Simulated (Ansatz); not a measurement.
**One shape, several levels: PH3 (phosphine)**

Wanted: a comparison of 6 runs (BHLYP/3-21G, HSE06/6-31G, wB97X/3-21G, wB97X/6-31G, UCCSD(T)/6-31G, FCI/6-31G) of PH3 (phosphine). 

Program for the calculation: Ansatz 0.2.0.

60 further runs of the same task are left out: 2 that didn't finish, 58 set aside as unsound or not needed.

### Step 1. The system as given

PH3: 4 atoms, total charge 0, spin state singlet. As SMILES, `P`. The H4–P1 distance was set to 3.549 Å, away from the relaxed value. At this shape a bond of the SMILES string is far longer than usual.

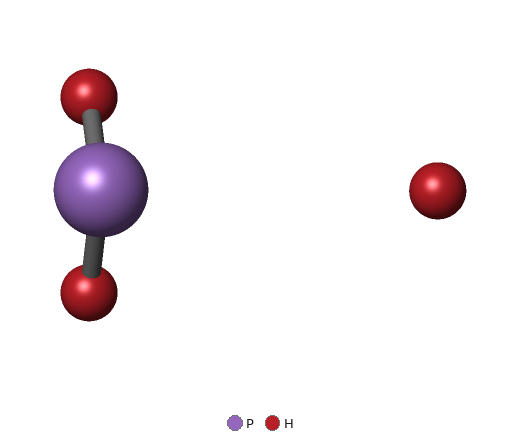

The structure, seen from a chosen angle (phosphorus purple, hydrogen red).

### Step 2. The energy at BHLYP/3-21G (run 1)

molecule.yaml reads:

```yaml
crystal:
  periodic: [false, false, false]
  atoms:
    - {symbol: P, position_ang: [0.821940, -2.351457, 0.123340]}
    - {symbol: H, position_ang: [1.106840, -2.058957, 1.483140]}
    - {symbol: H, position_ang: [-0.529560, -2.687957, 0.398940]}
    - {symbol: H, position_ang: [0.028700, 1.023500, -0.636900]}
basis:
  gaussian:
    orbitals: 3-21G.json
hamiltonian:
  xc: {name: BHLYP}
magnetization:
  spin_polarized: false
  initial_magnetization: 0
accuracy: high
```

The basis set 3-21G is read from a file made from the Basis Set Exchange's data (not shown).

Launch:

```bash
ansatz run molecule.yaml --threads 1 --pin off --max-ram 2610MiB --events-out events.jsonl --progress --plain --runs-dir runs
```

What it wrote:

```text
Warning: RAYON_NUM_THREADS=1 ignored (pool sized by the plan → 1); use --threads N
Functional definition: BHLYP
  name "BHLYP"
  parameter a = 0.5
  exchange = (1 - a)*b88_x + a*exact_x
  correlation = lyp_c
356 factors; integrals over basis functions are off by at most 3.9e-9 eV
mean field evaluation 1: about -9282.5342 eV, gradient 1.3e1 eV
mean field evaluation 2: about -9278.6468 eV, gradient 2.5e1 eV
mean field evaluation 4: about -9283.5950 eV, gradient 1.1e0 eV
mean field evaluation 8: about -9283.5956 eV, gradient 4.5e-3 eV
mean field evaluation 16: about -9283.5956 eV, gradient 6.2e-8 eV
mean field -9283.59556570 eV, -341.1658443925 hartree, gradient 3.0e-8 eV, S^2 0.000000; 0 other end points of the search recorded, 0 dependent functions left out
reference -9283.59558510 eV, -341.1658451054 hartree; 9, 9 occupied and 10, 10 virtual orbitals, 356 factors
Total energy: -9283.59558510 eV, -341.1658451054 hartree
```

It took 0.66 s on 1 thread of Arm Neoverse V1, shared host.

### Step 3. The energy at HSE06/6-31G (run 2)

in.yaml reads:

```yaml
crystal:
  periodic: [false, false, false]
  atoms:
    - symbol: P
      position_ang: [0.821940, -2.351457, 0.123340]
    - symbol: H
      position_ang: [1.106840, -2.058957, 1.483140]
    - symbol: H
      position_ang: [-0.529560, -2.687957, 0.398940]
    - symbol: H
      position_ang: [0.028700, 1.023500, -0.636900]
basis:
  gaussian: {orbitals: 6-31G}
hamiltonian: {xc: {name: HSE06}}
accuracy: high
```

Launch:

```bash
ansatz run in.yaml --threads 1 --pin off --max-ram 2610MiB --events-out events.jsonl --progress --plain --runs-dir runs
```

What it wrote:

```text
Warning: RAYON_NUM_THREADS=1 ignored (pool sized by the plan → 1); use --threads N
Functional definition: HSE06
  name "HSE06"
  parameter a = 0.25
  parameter omega = 0.11/bohr
  exchange = pbe_x - a*pbe_x_sr(omega) + a*exact_x_sr(omega)
  correlation = pbe_c
395 factors; integrals over basis functions are off by at most 5.3e-9 eV
71 factors; integrals over basis functions are off by at most 9.2e-10 eV
mean field evaluation 1: about -9324.4928 eV, gradient 1.9e1 eV
mean field evaluation 2: about -9316.8703 eV, gradient 3.4e1 eV
mean field evaluation 4: about -9326.9150 eV, gradient 2.1e0 eV
mean field evaluation 8: about -9326.9377 eV, gradient 3.6e-1 eV
mean field evaluation 16: about -9326.9351 eV, gradient 1.2e-5 eV
mean field -9326.93511785 eV, -342.7585435575 hartree, gradient 7.4e-8 eV, S^2 0.000000; 0 other end points of the search recorded, 0 dependent functions left out
reference -9326.93512028 eV, -342.7585436464 hartree; 9, 9 occupied and 10, 10 virtual orbitals, 395 factors
Total energy: -9326.93512028 eV, -342.7585436464 hartree
```

Run time: 0.97 s. Hardware: 1 thread of Arm Neoverse V1, shared host.

Run 3 isn't shown in full; the table further down has it.

### Step 4. A single-point energy at wB97X/6-31G (run 4)

molecule.yaml reads:

```yaml
basis:
  gaussian:
    orbitals: 6-31G
crystal:
  periodic: [false, false, false]
  atoms:
    - {symbol: P, position_ang: [0.821940, -2.351457, 0.123340]}
    - {symbol: H, position_ang: [1.106840, -2.058957, 1.483140]}
    - {symbol: H, position_ang: [-0.529560, -2.687957, 0.398940]}
    - {symbol: H, position_ang: [0.028700, 1.023500, -0.636900]}
hamiltonian:
  xc: {name: wB97X}
accuracy: high
```

Launch:

```bash
ansatz run molecule.yaml --threads 1 --pin off --max-ram 2610MiB --events-out events.jsonl --progress --plain --runs-dir runs
```

What it wrote (excerpt; [...] marks lines left out):

```text
Warning: RAYON_NUM_THREADS=1 ignored (pool sized by the plan → 1); use --threads N
Functional definition: wB97X
  name "wB97X"
[...]
      + exact_x_lr(omega)
[...]
      + integral(e_c_pw_opposite_spin*poly(b97_u_opposite, 1, cos1, cos2, cos3, cos4))
395 factors; integrals over basis functions are off by at most 5.3e-9 eV
176 factors; integrals over basis functions are off by at most 1.5e-9 eV
[...]
mean field -9329.82106234 eV, -342.8646000612 hartree, gradient 4.6e-8 eV, S^2 0.000000; 0 other end points of the search recorded, 0 dependent functions left out
reference -9329.82106023 eV, -342.8645999835 hartree; 9, 9 occupied and 10, 10 virtual orbitals, 395 factors
Total energy: -9329.82106023 eV, -342.8645999835 hartree
```

It took 3.3 s on 1 thread of Arm Neoverse V1, shared host; peak memory 0.18 GiB.

Run 5 isn't shown in full; the table further down has it.

### Step 5. A single-point energy at FCI/6-31G (run 6)

Changes to molecule.yaml since step 4:

```diff
@@ -1,4 +1 @@
-basis:
-  gaussian:
-    orbitals: 6-31G
 crystal:
@@ -10,4 +7,5 @@
     - {symbol: H, position_ang: [0.028700, 1.023500, -0.636900]}
-hamiltonian:
-  xc: {name: wB97X}
+basis:
+  gaussian: {orbitals: 6-31G}
+correlation: {method: fci, frozen_orbitals: {H: 0, P: 5}}
 accuracy: high
```

Launch:

```bash
ansatz run molecule.yaml --threads 1 --pin off --max-ram 2610MiB --events-out events.jsonl --progress --plain --runs-dir runs
```

What it wrote (excerpt; [...] marks lines left out):

```text
Warning: RAYON_NUM_THREADS=1 ignored (pool sized by the plan → 1); use --threads N
Functional definition: HF
  name "HF"
[...]
395 factors; integrals over basis functions are off by at most 5.3e-9 eV
[...]
mean field -9311.11649944 eV, -342.1772200530 hartree, gradient 4.9e-8 eV, S^2 0.000000; 0 other end points of the search recorded, 0 dependent functions left out; unrestricted orbitals would lower it
[...]
unrestricted determinant -9314.72539779 eV, -342.3098446212 hartree, S^2 0.9971
5 core orbitals not correlated: weight in the atoms' cores, before any rotation towards them, 1.000 or more for the frozen orbitals, at most 0.000 for the correlated occupied ones
reference -9311.11649944 eV, -342.1772200530 hartree; 4, 4 occupied and 10, 10 virtual orbitals, 395 factors
state -9316.53059787 eV, -342.3761845005 hartree
Total energy: -9316.53059787 eV, -342.3761845005 hartree
```

It took 3.6 s on 1 thread of Arm Neoverse V1, shared host; peak memory 0.14 GiB.

### Step 6. All runs side by side

| run | level | frozen core orbitals | energy (Eh) | wall time |
| --- | --- | --- | --- | --- |
| 1 | BHLYP/3-21G | – | -341.165845 | 0.66 s |
| 2 | HSE06/6-31G | – | -342.758544 | 0.97 s |
| 3 | wB97X/3-21G | – | -341.150273 | 3.3 s |
| 4 | wB97X/6-31G | – | -342.864600 | 3.3 s |
| 5 | UCCSD(T)/6-31G | 5 | -342.374749 | 0.36 s |
| 6 | FCI/6-31G | 5 | -342.376185 | 3.6 s |

### Step 7. Summary of results

| quantity | value |
| --- | --- |
| run 6: total energy | -342.37618 Eh |
| run 6: correlation energy (5 core orbitals frozen) | -199.0 mEh |

**Reading.** Against full CI in this basis: UCCSD(T) +1.4 mEh. Totals of different functionals can't be ranked against each other. In runs 1, 2, 3, 4 a closed-shell determinant meets a far-stretched bond, which it describes badly. Spin contamination of the reference: run 5 ⟨S²⟩ = 1.00. Where it is this large, the reference is a mixture of spin states, and values that rest on it are in doubt. All runs together took 12 s, the longest 3.6 s.
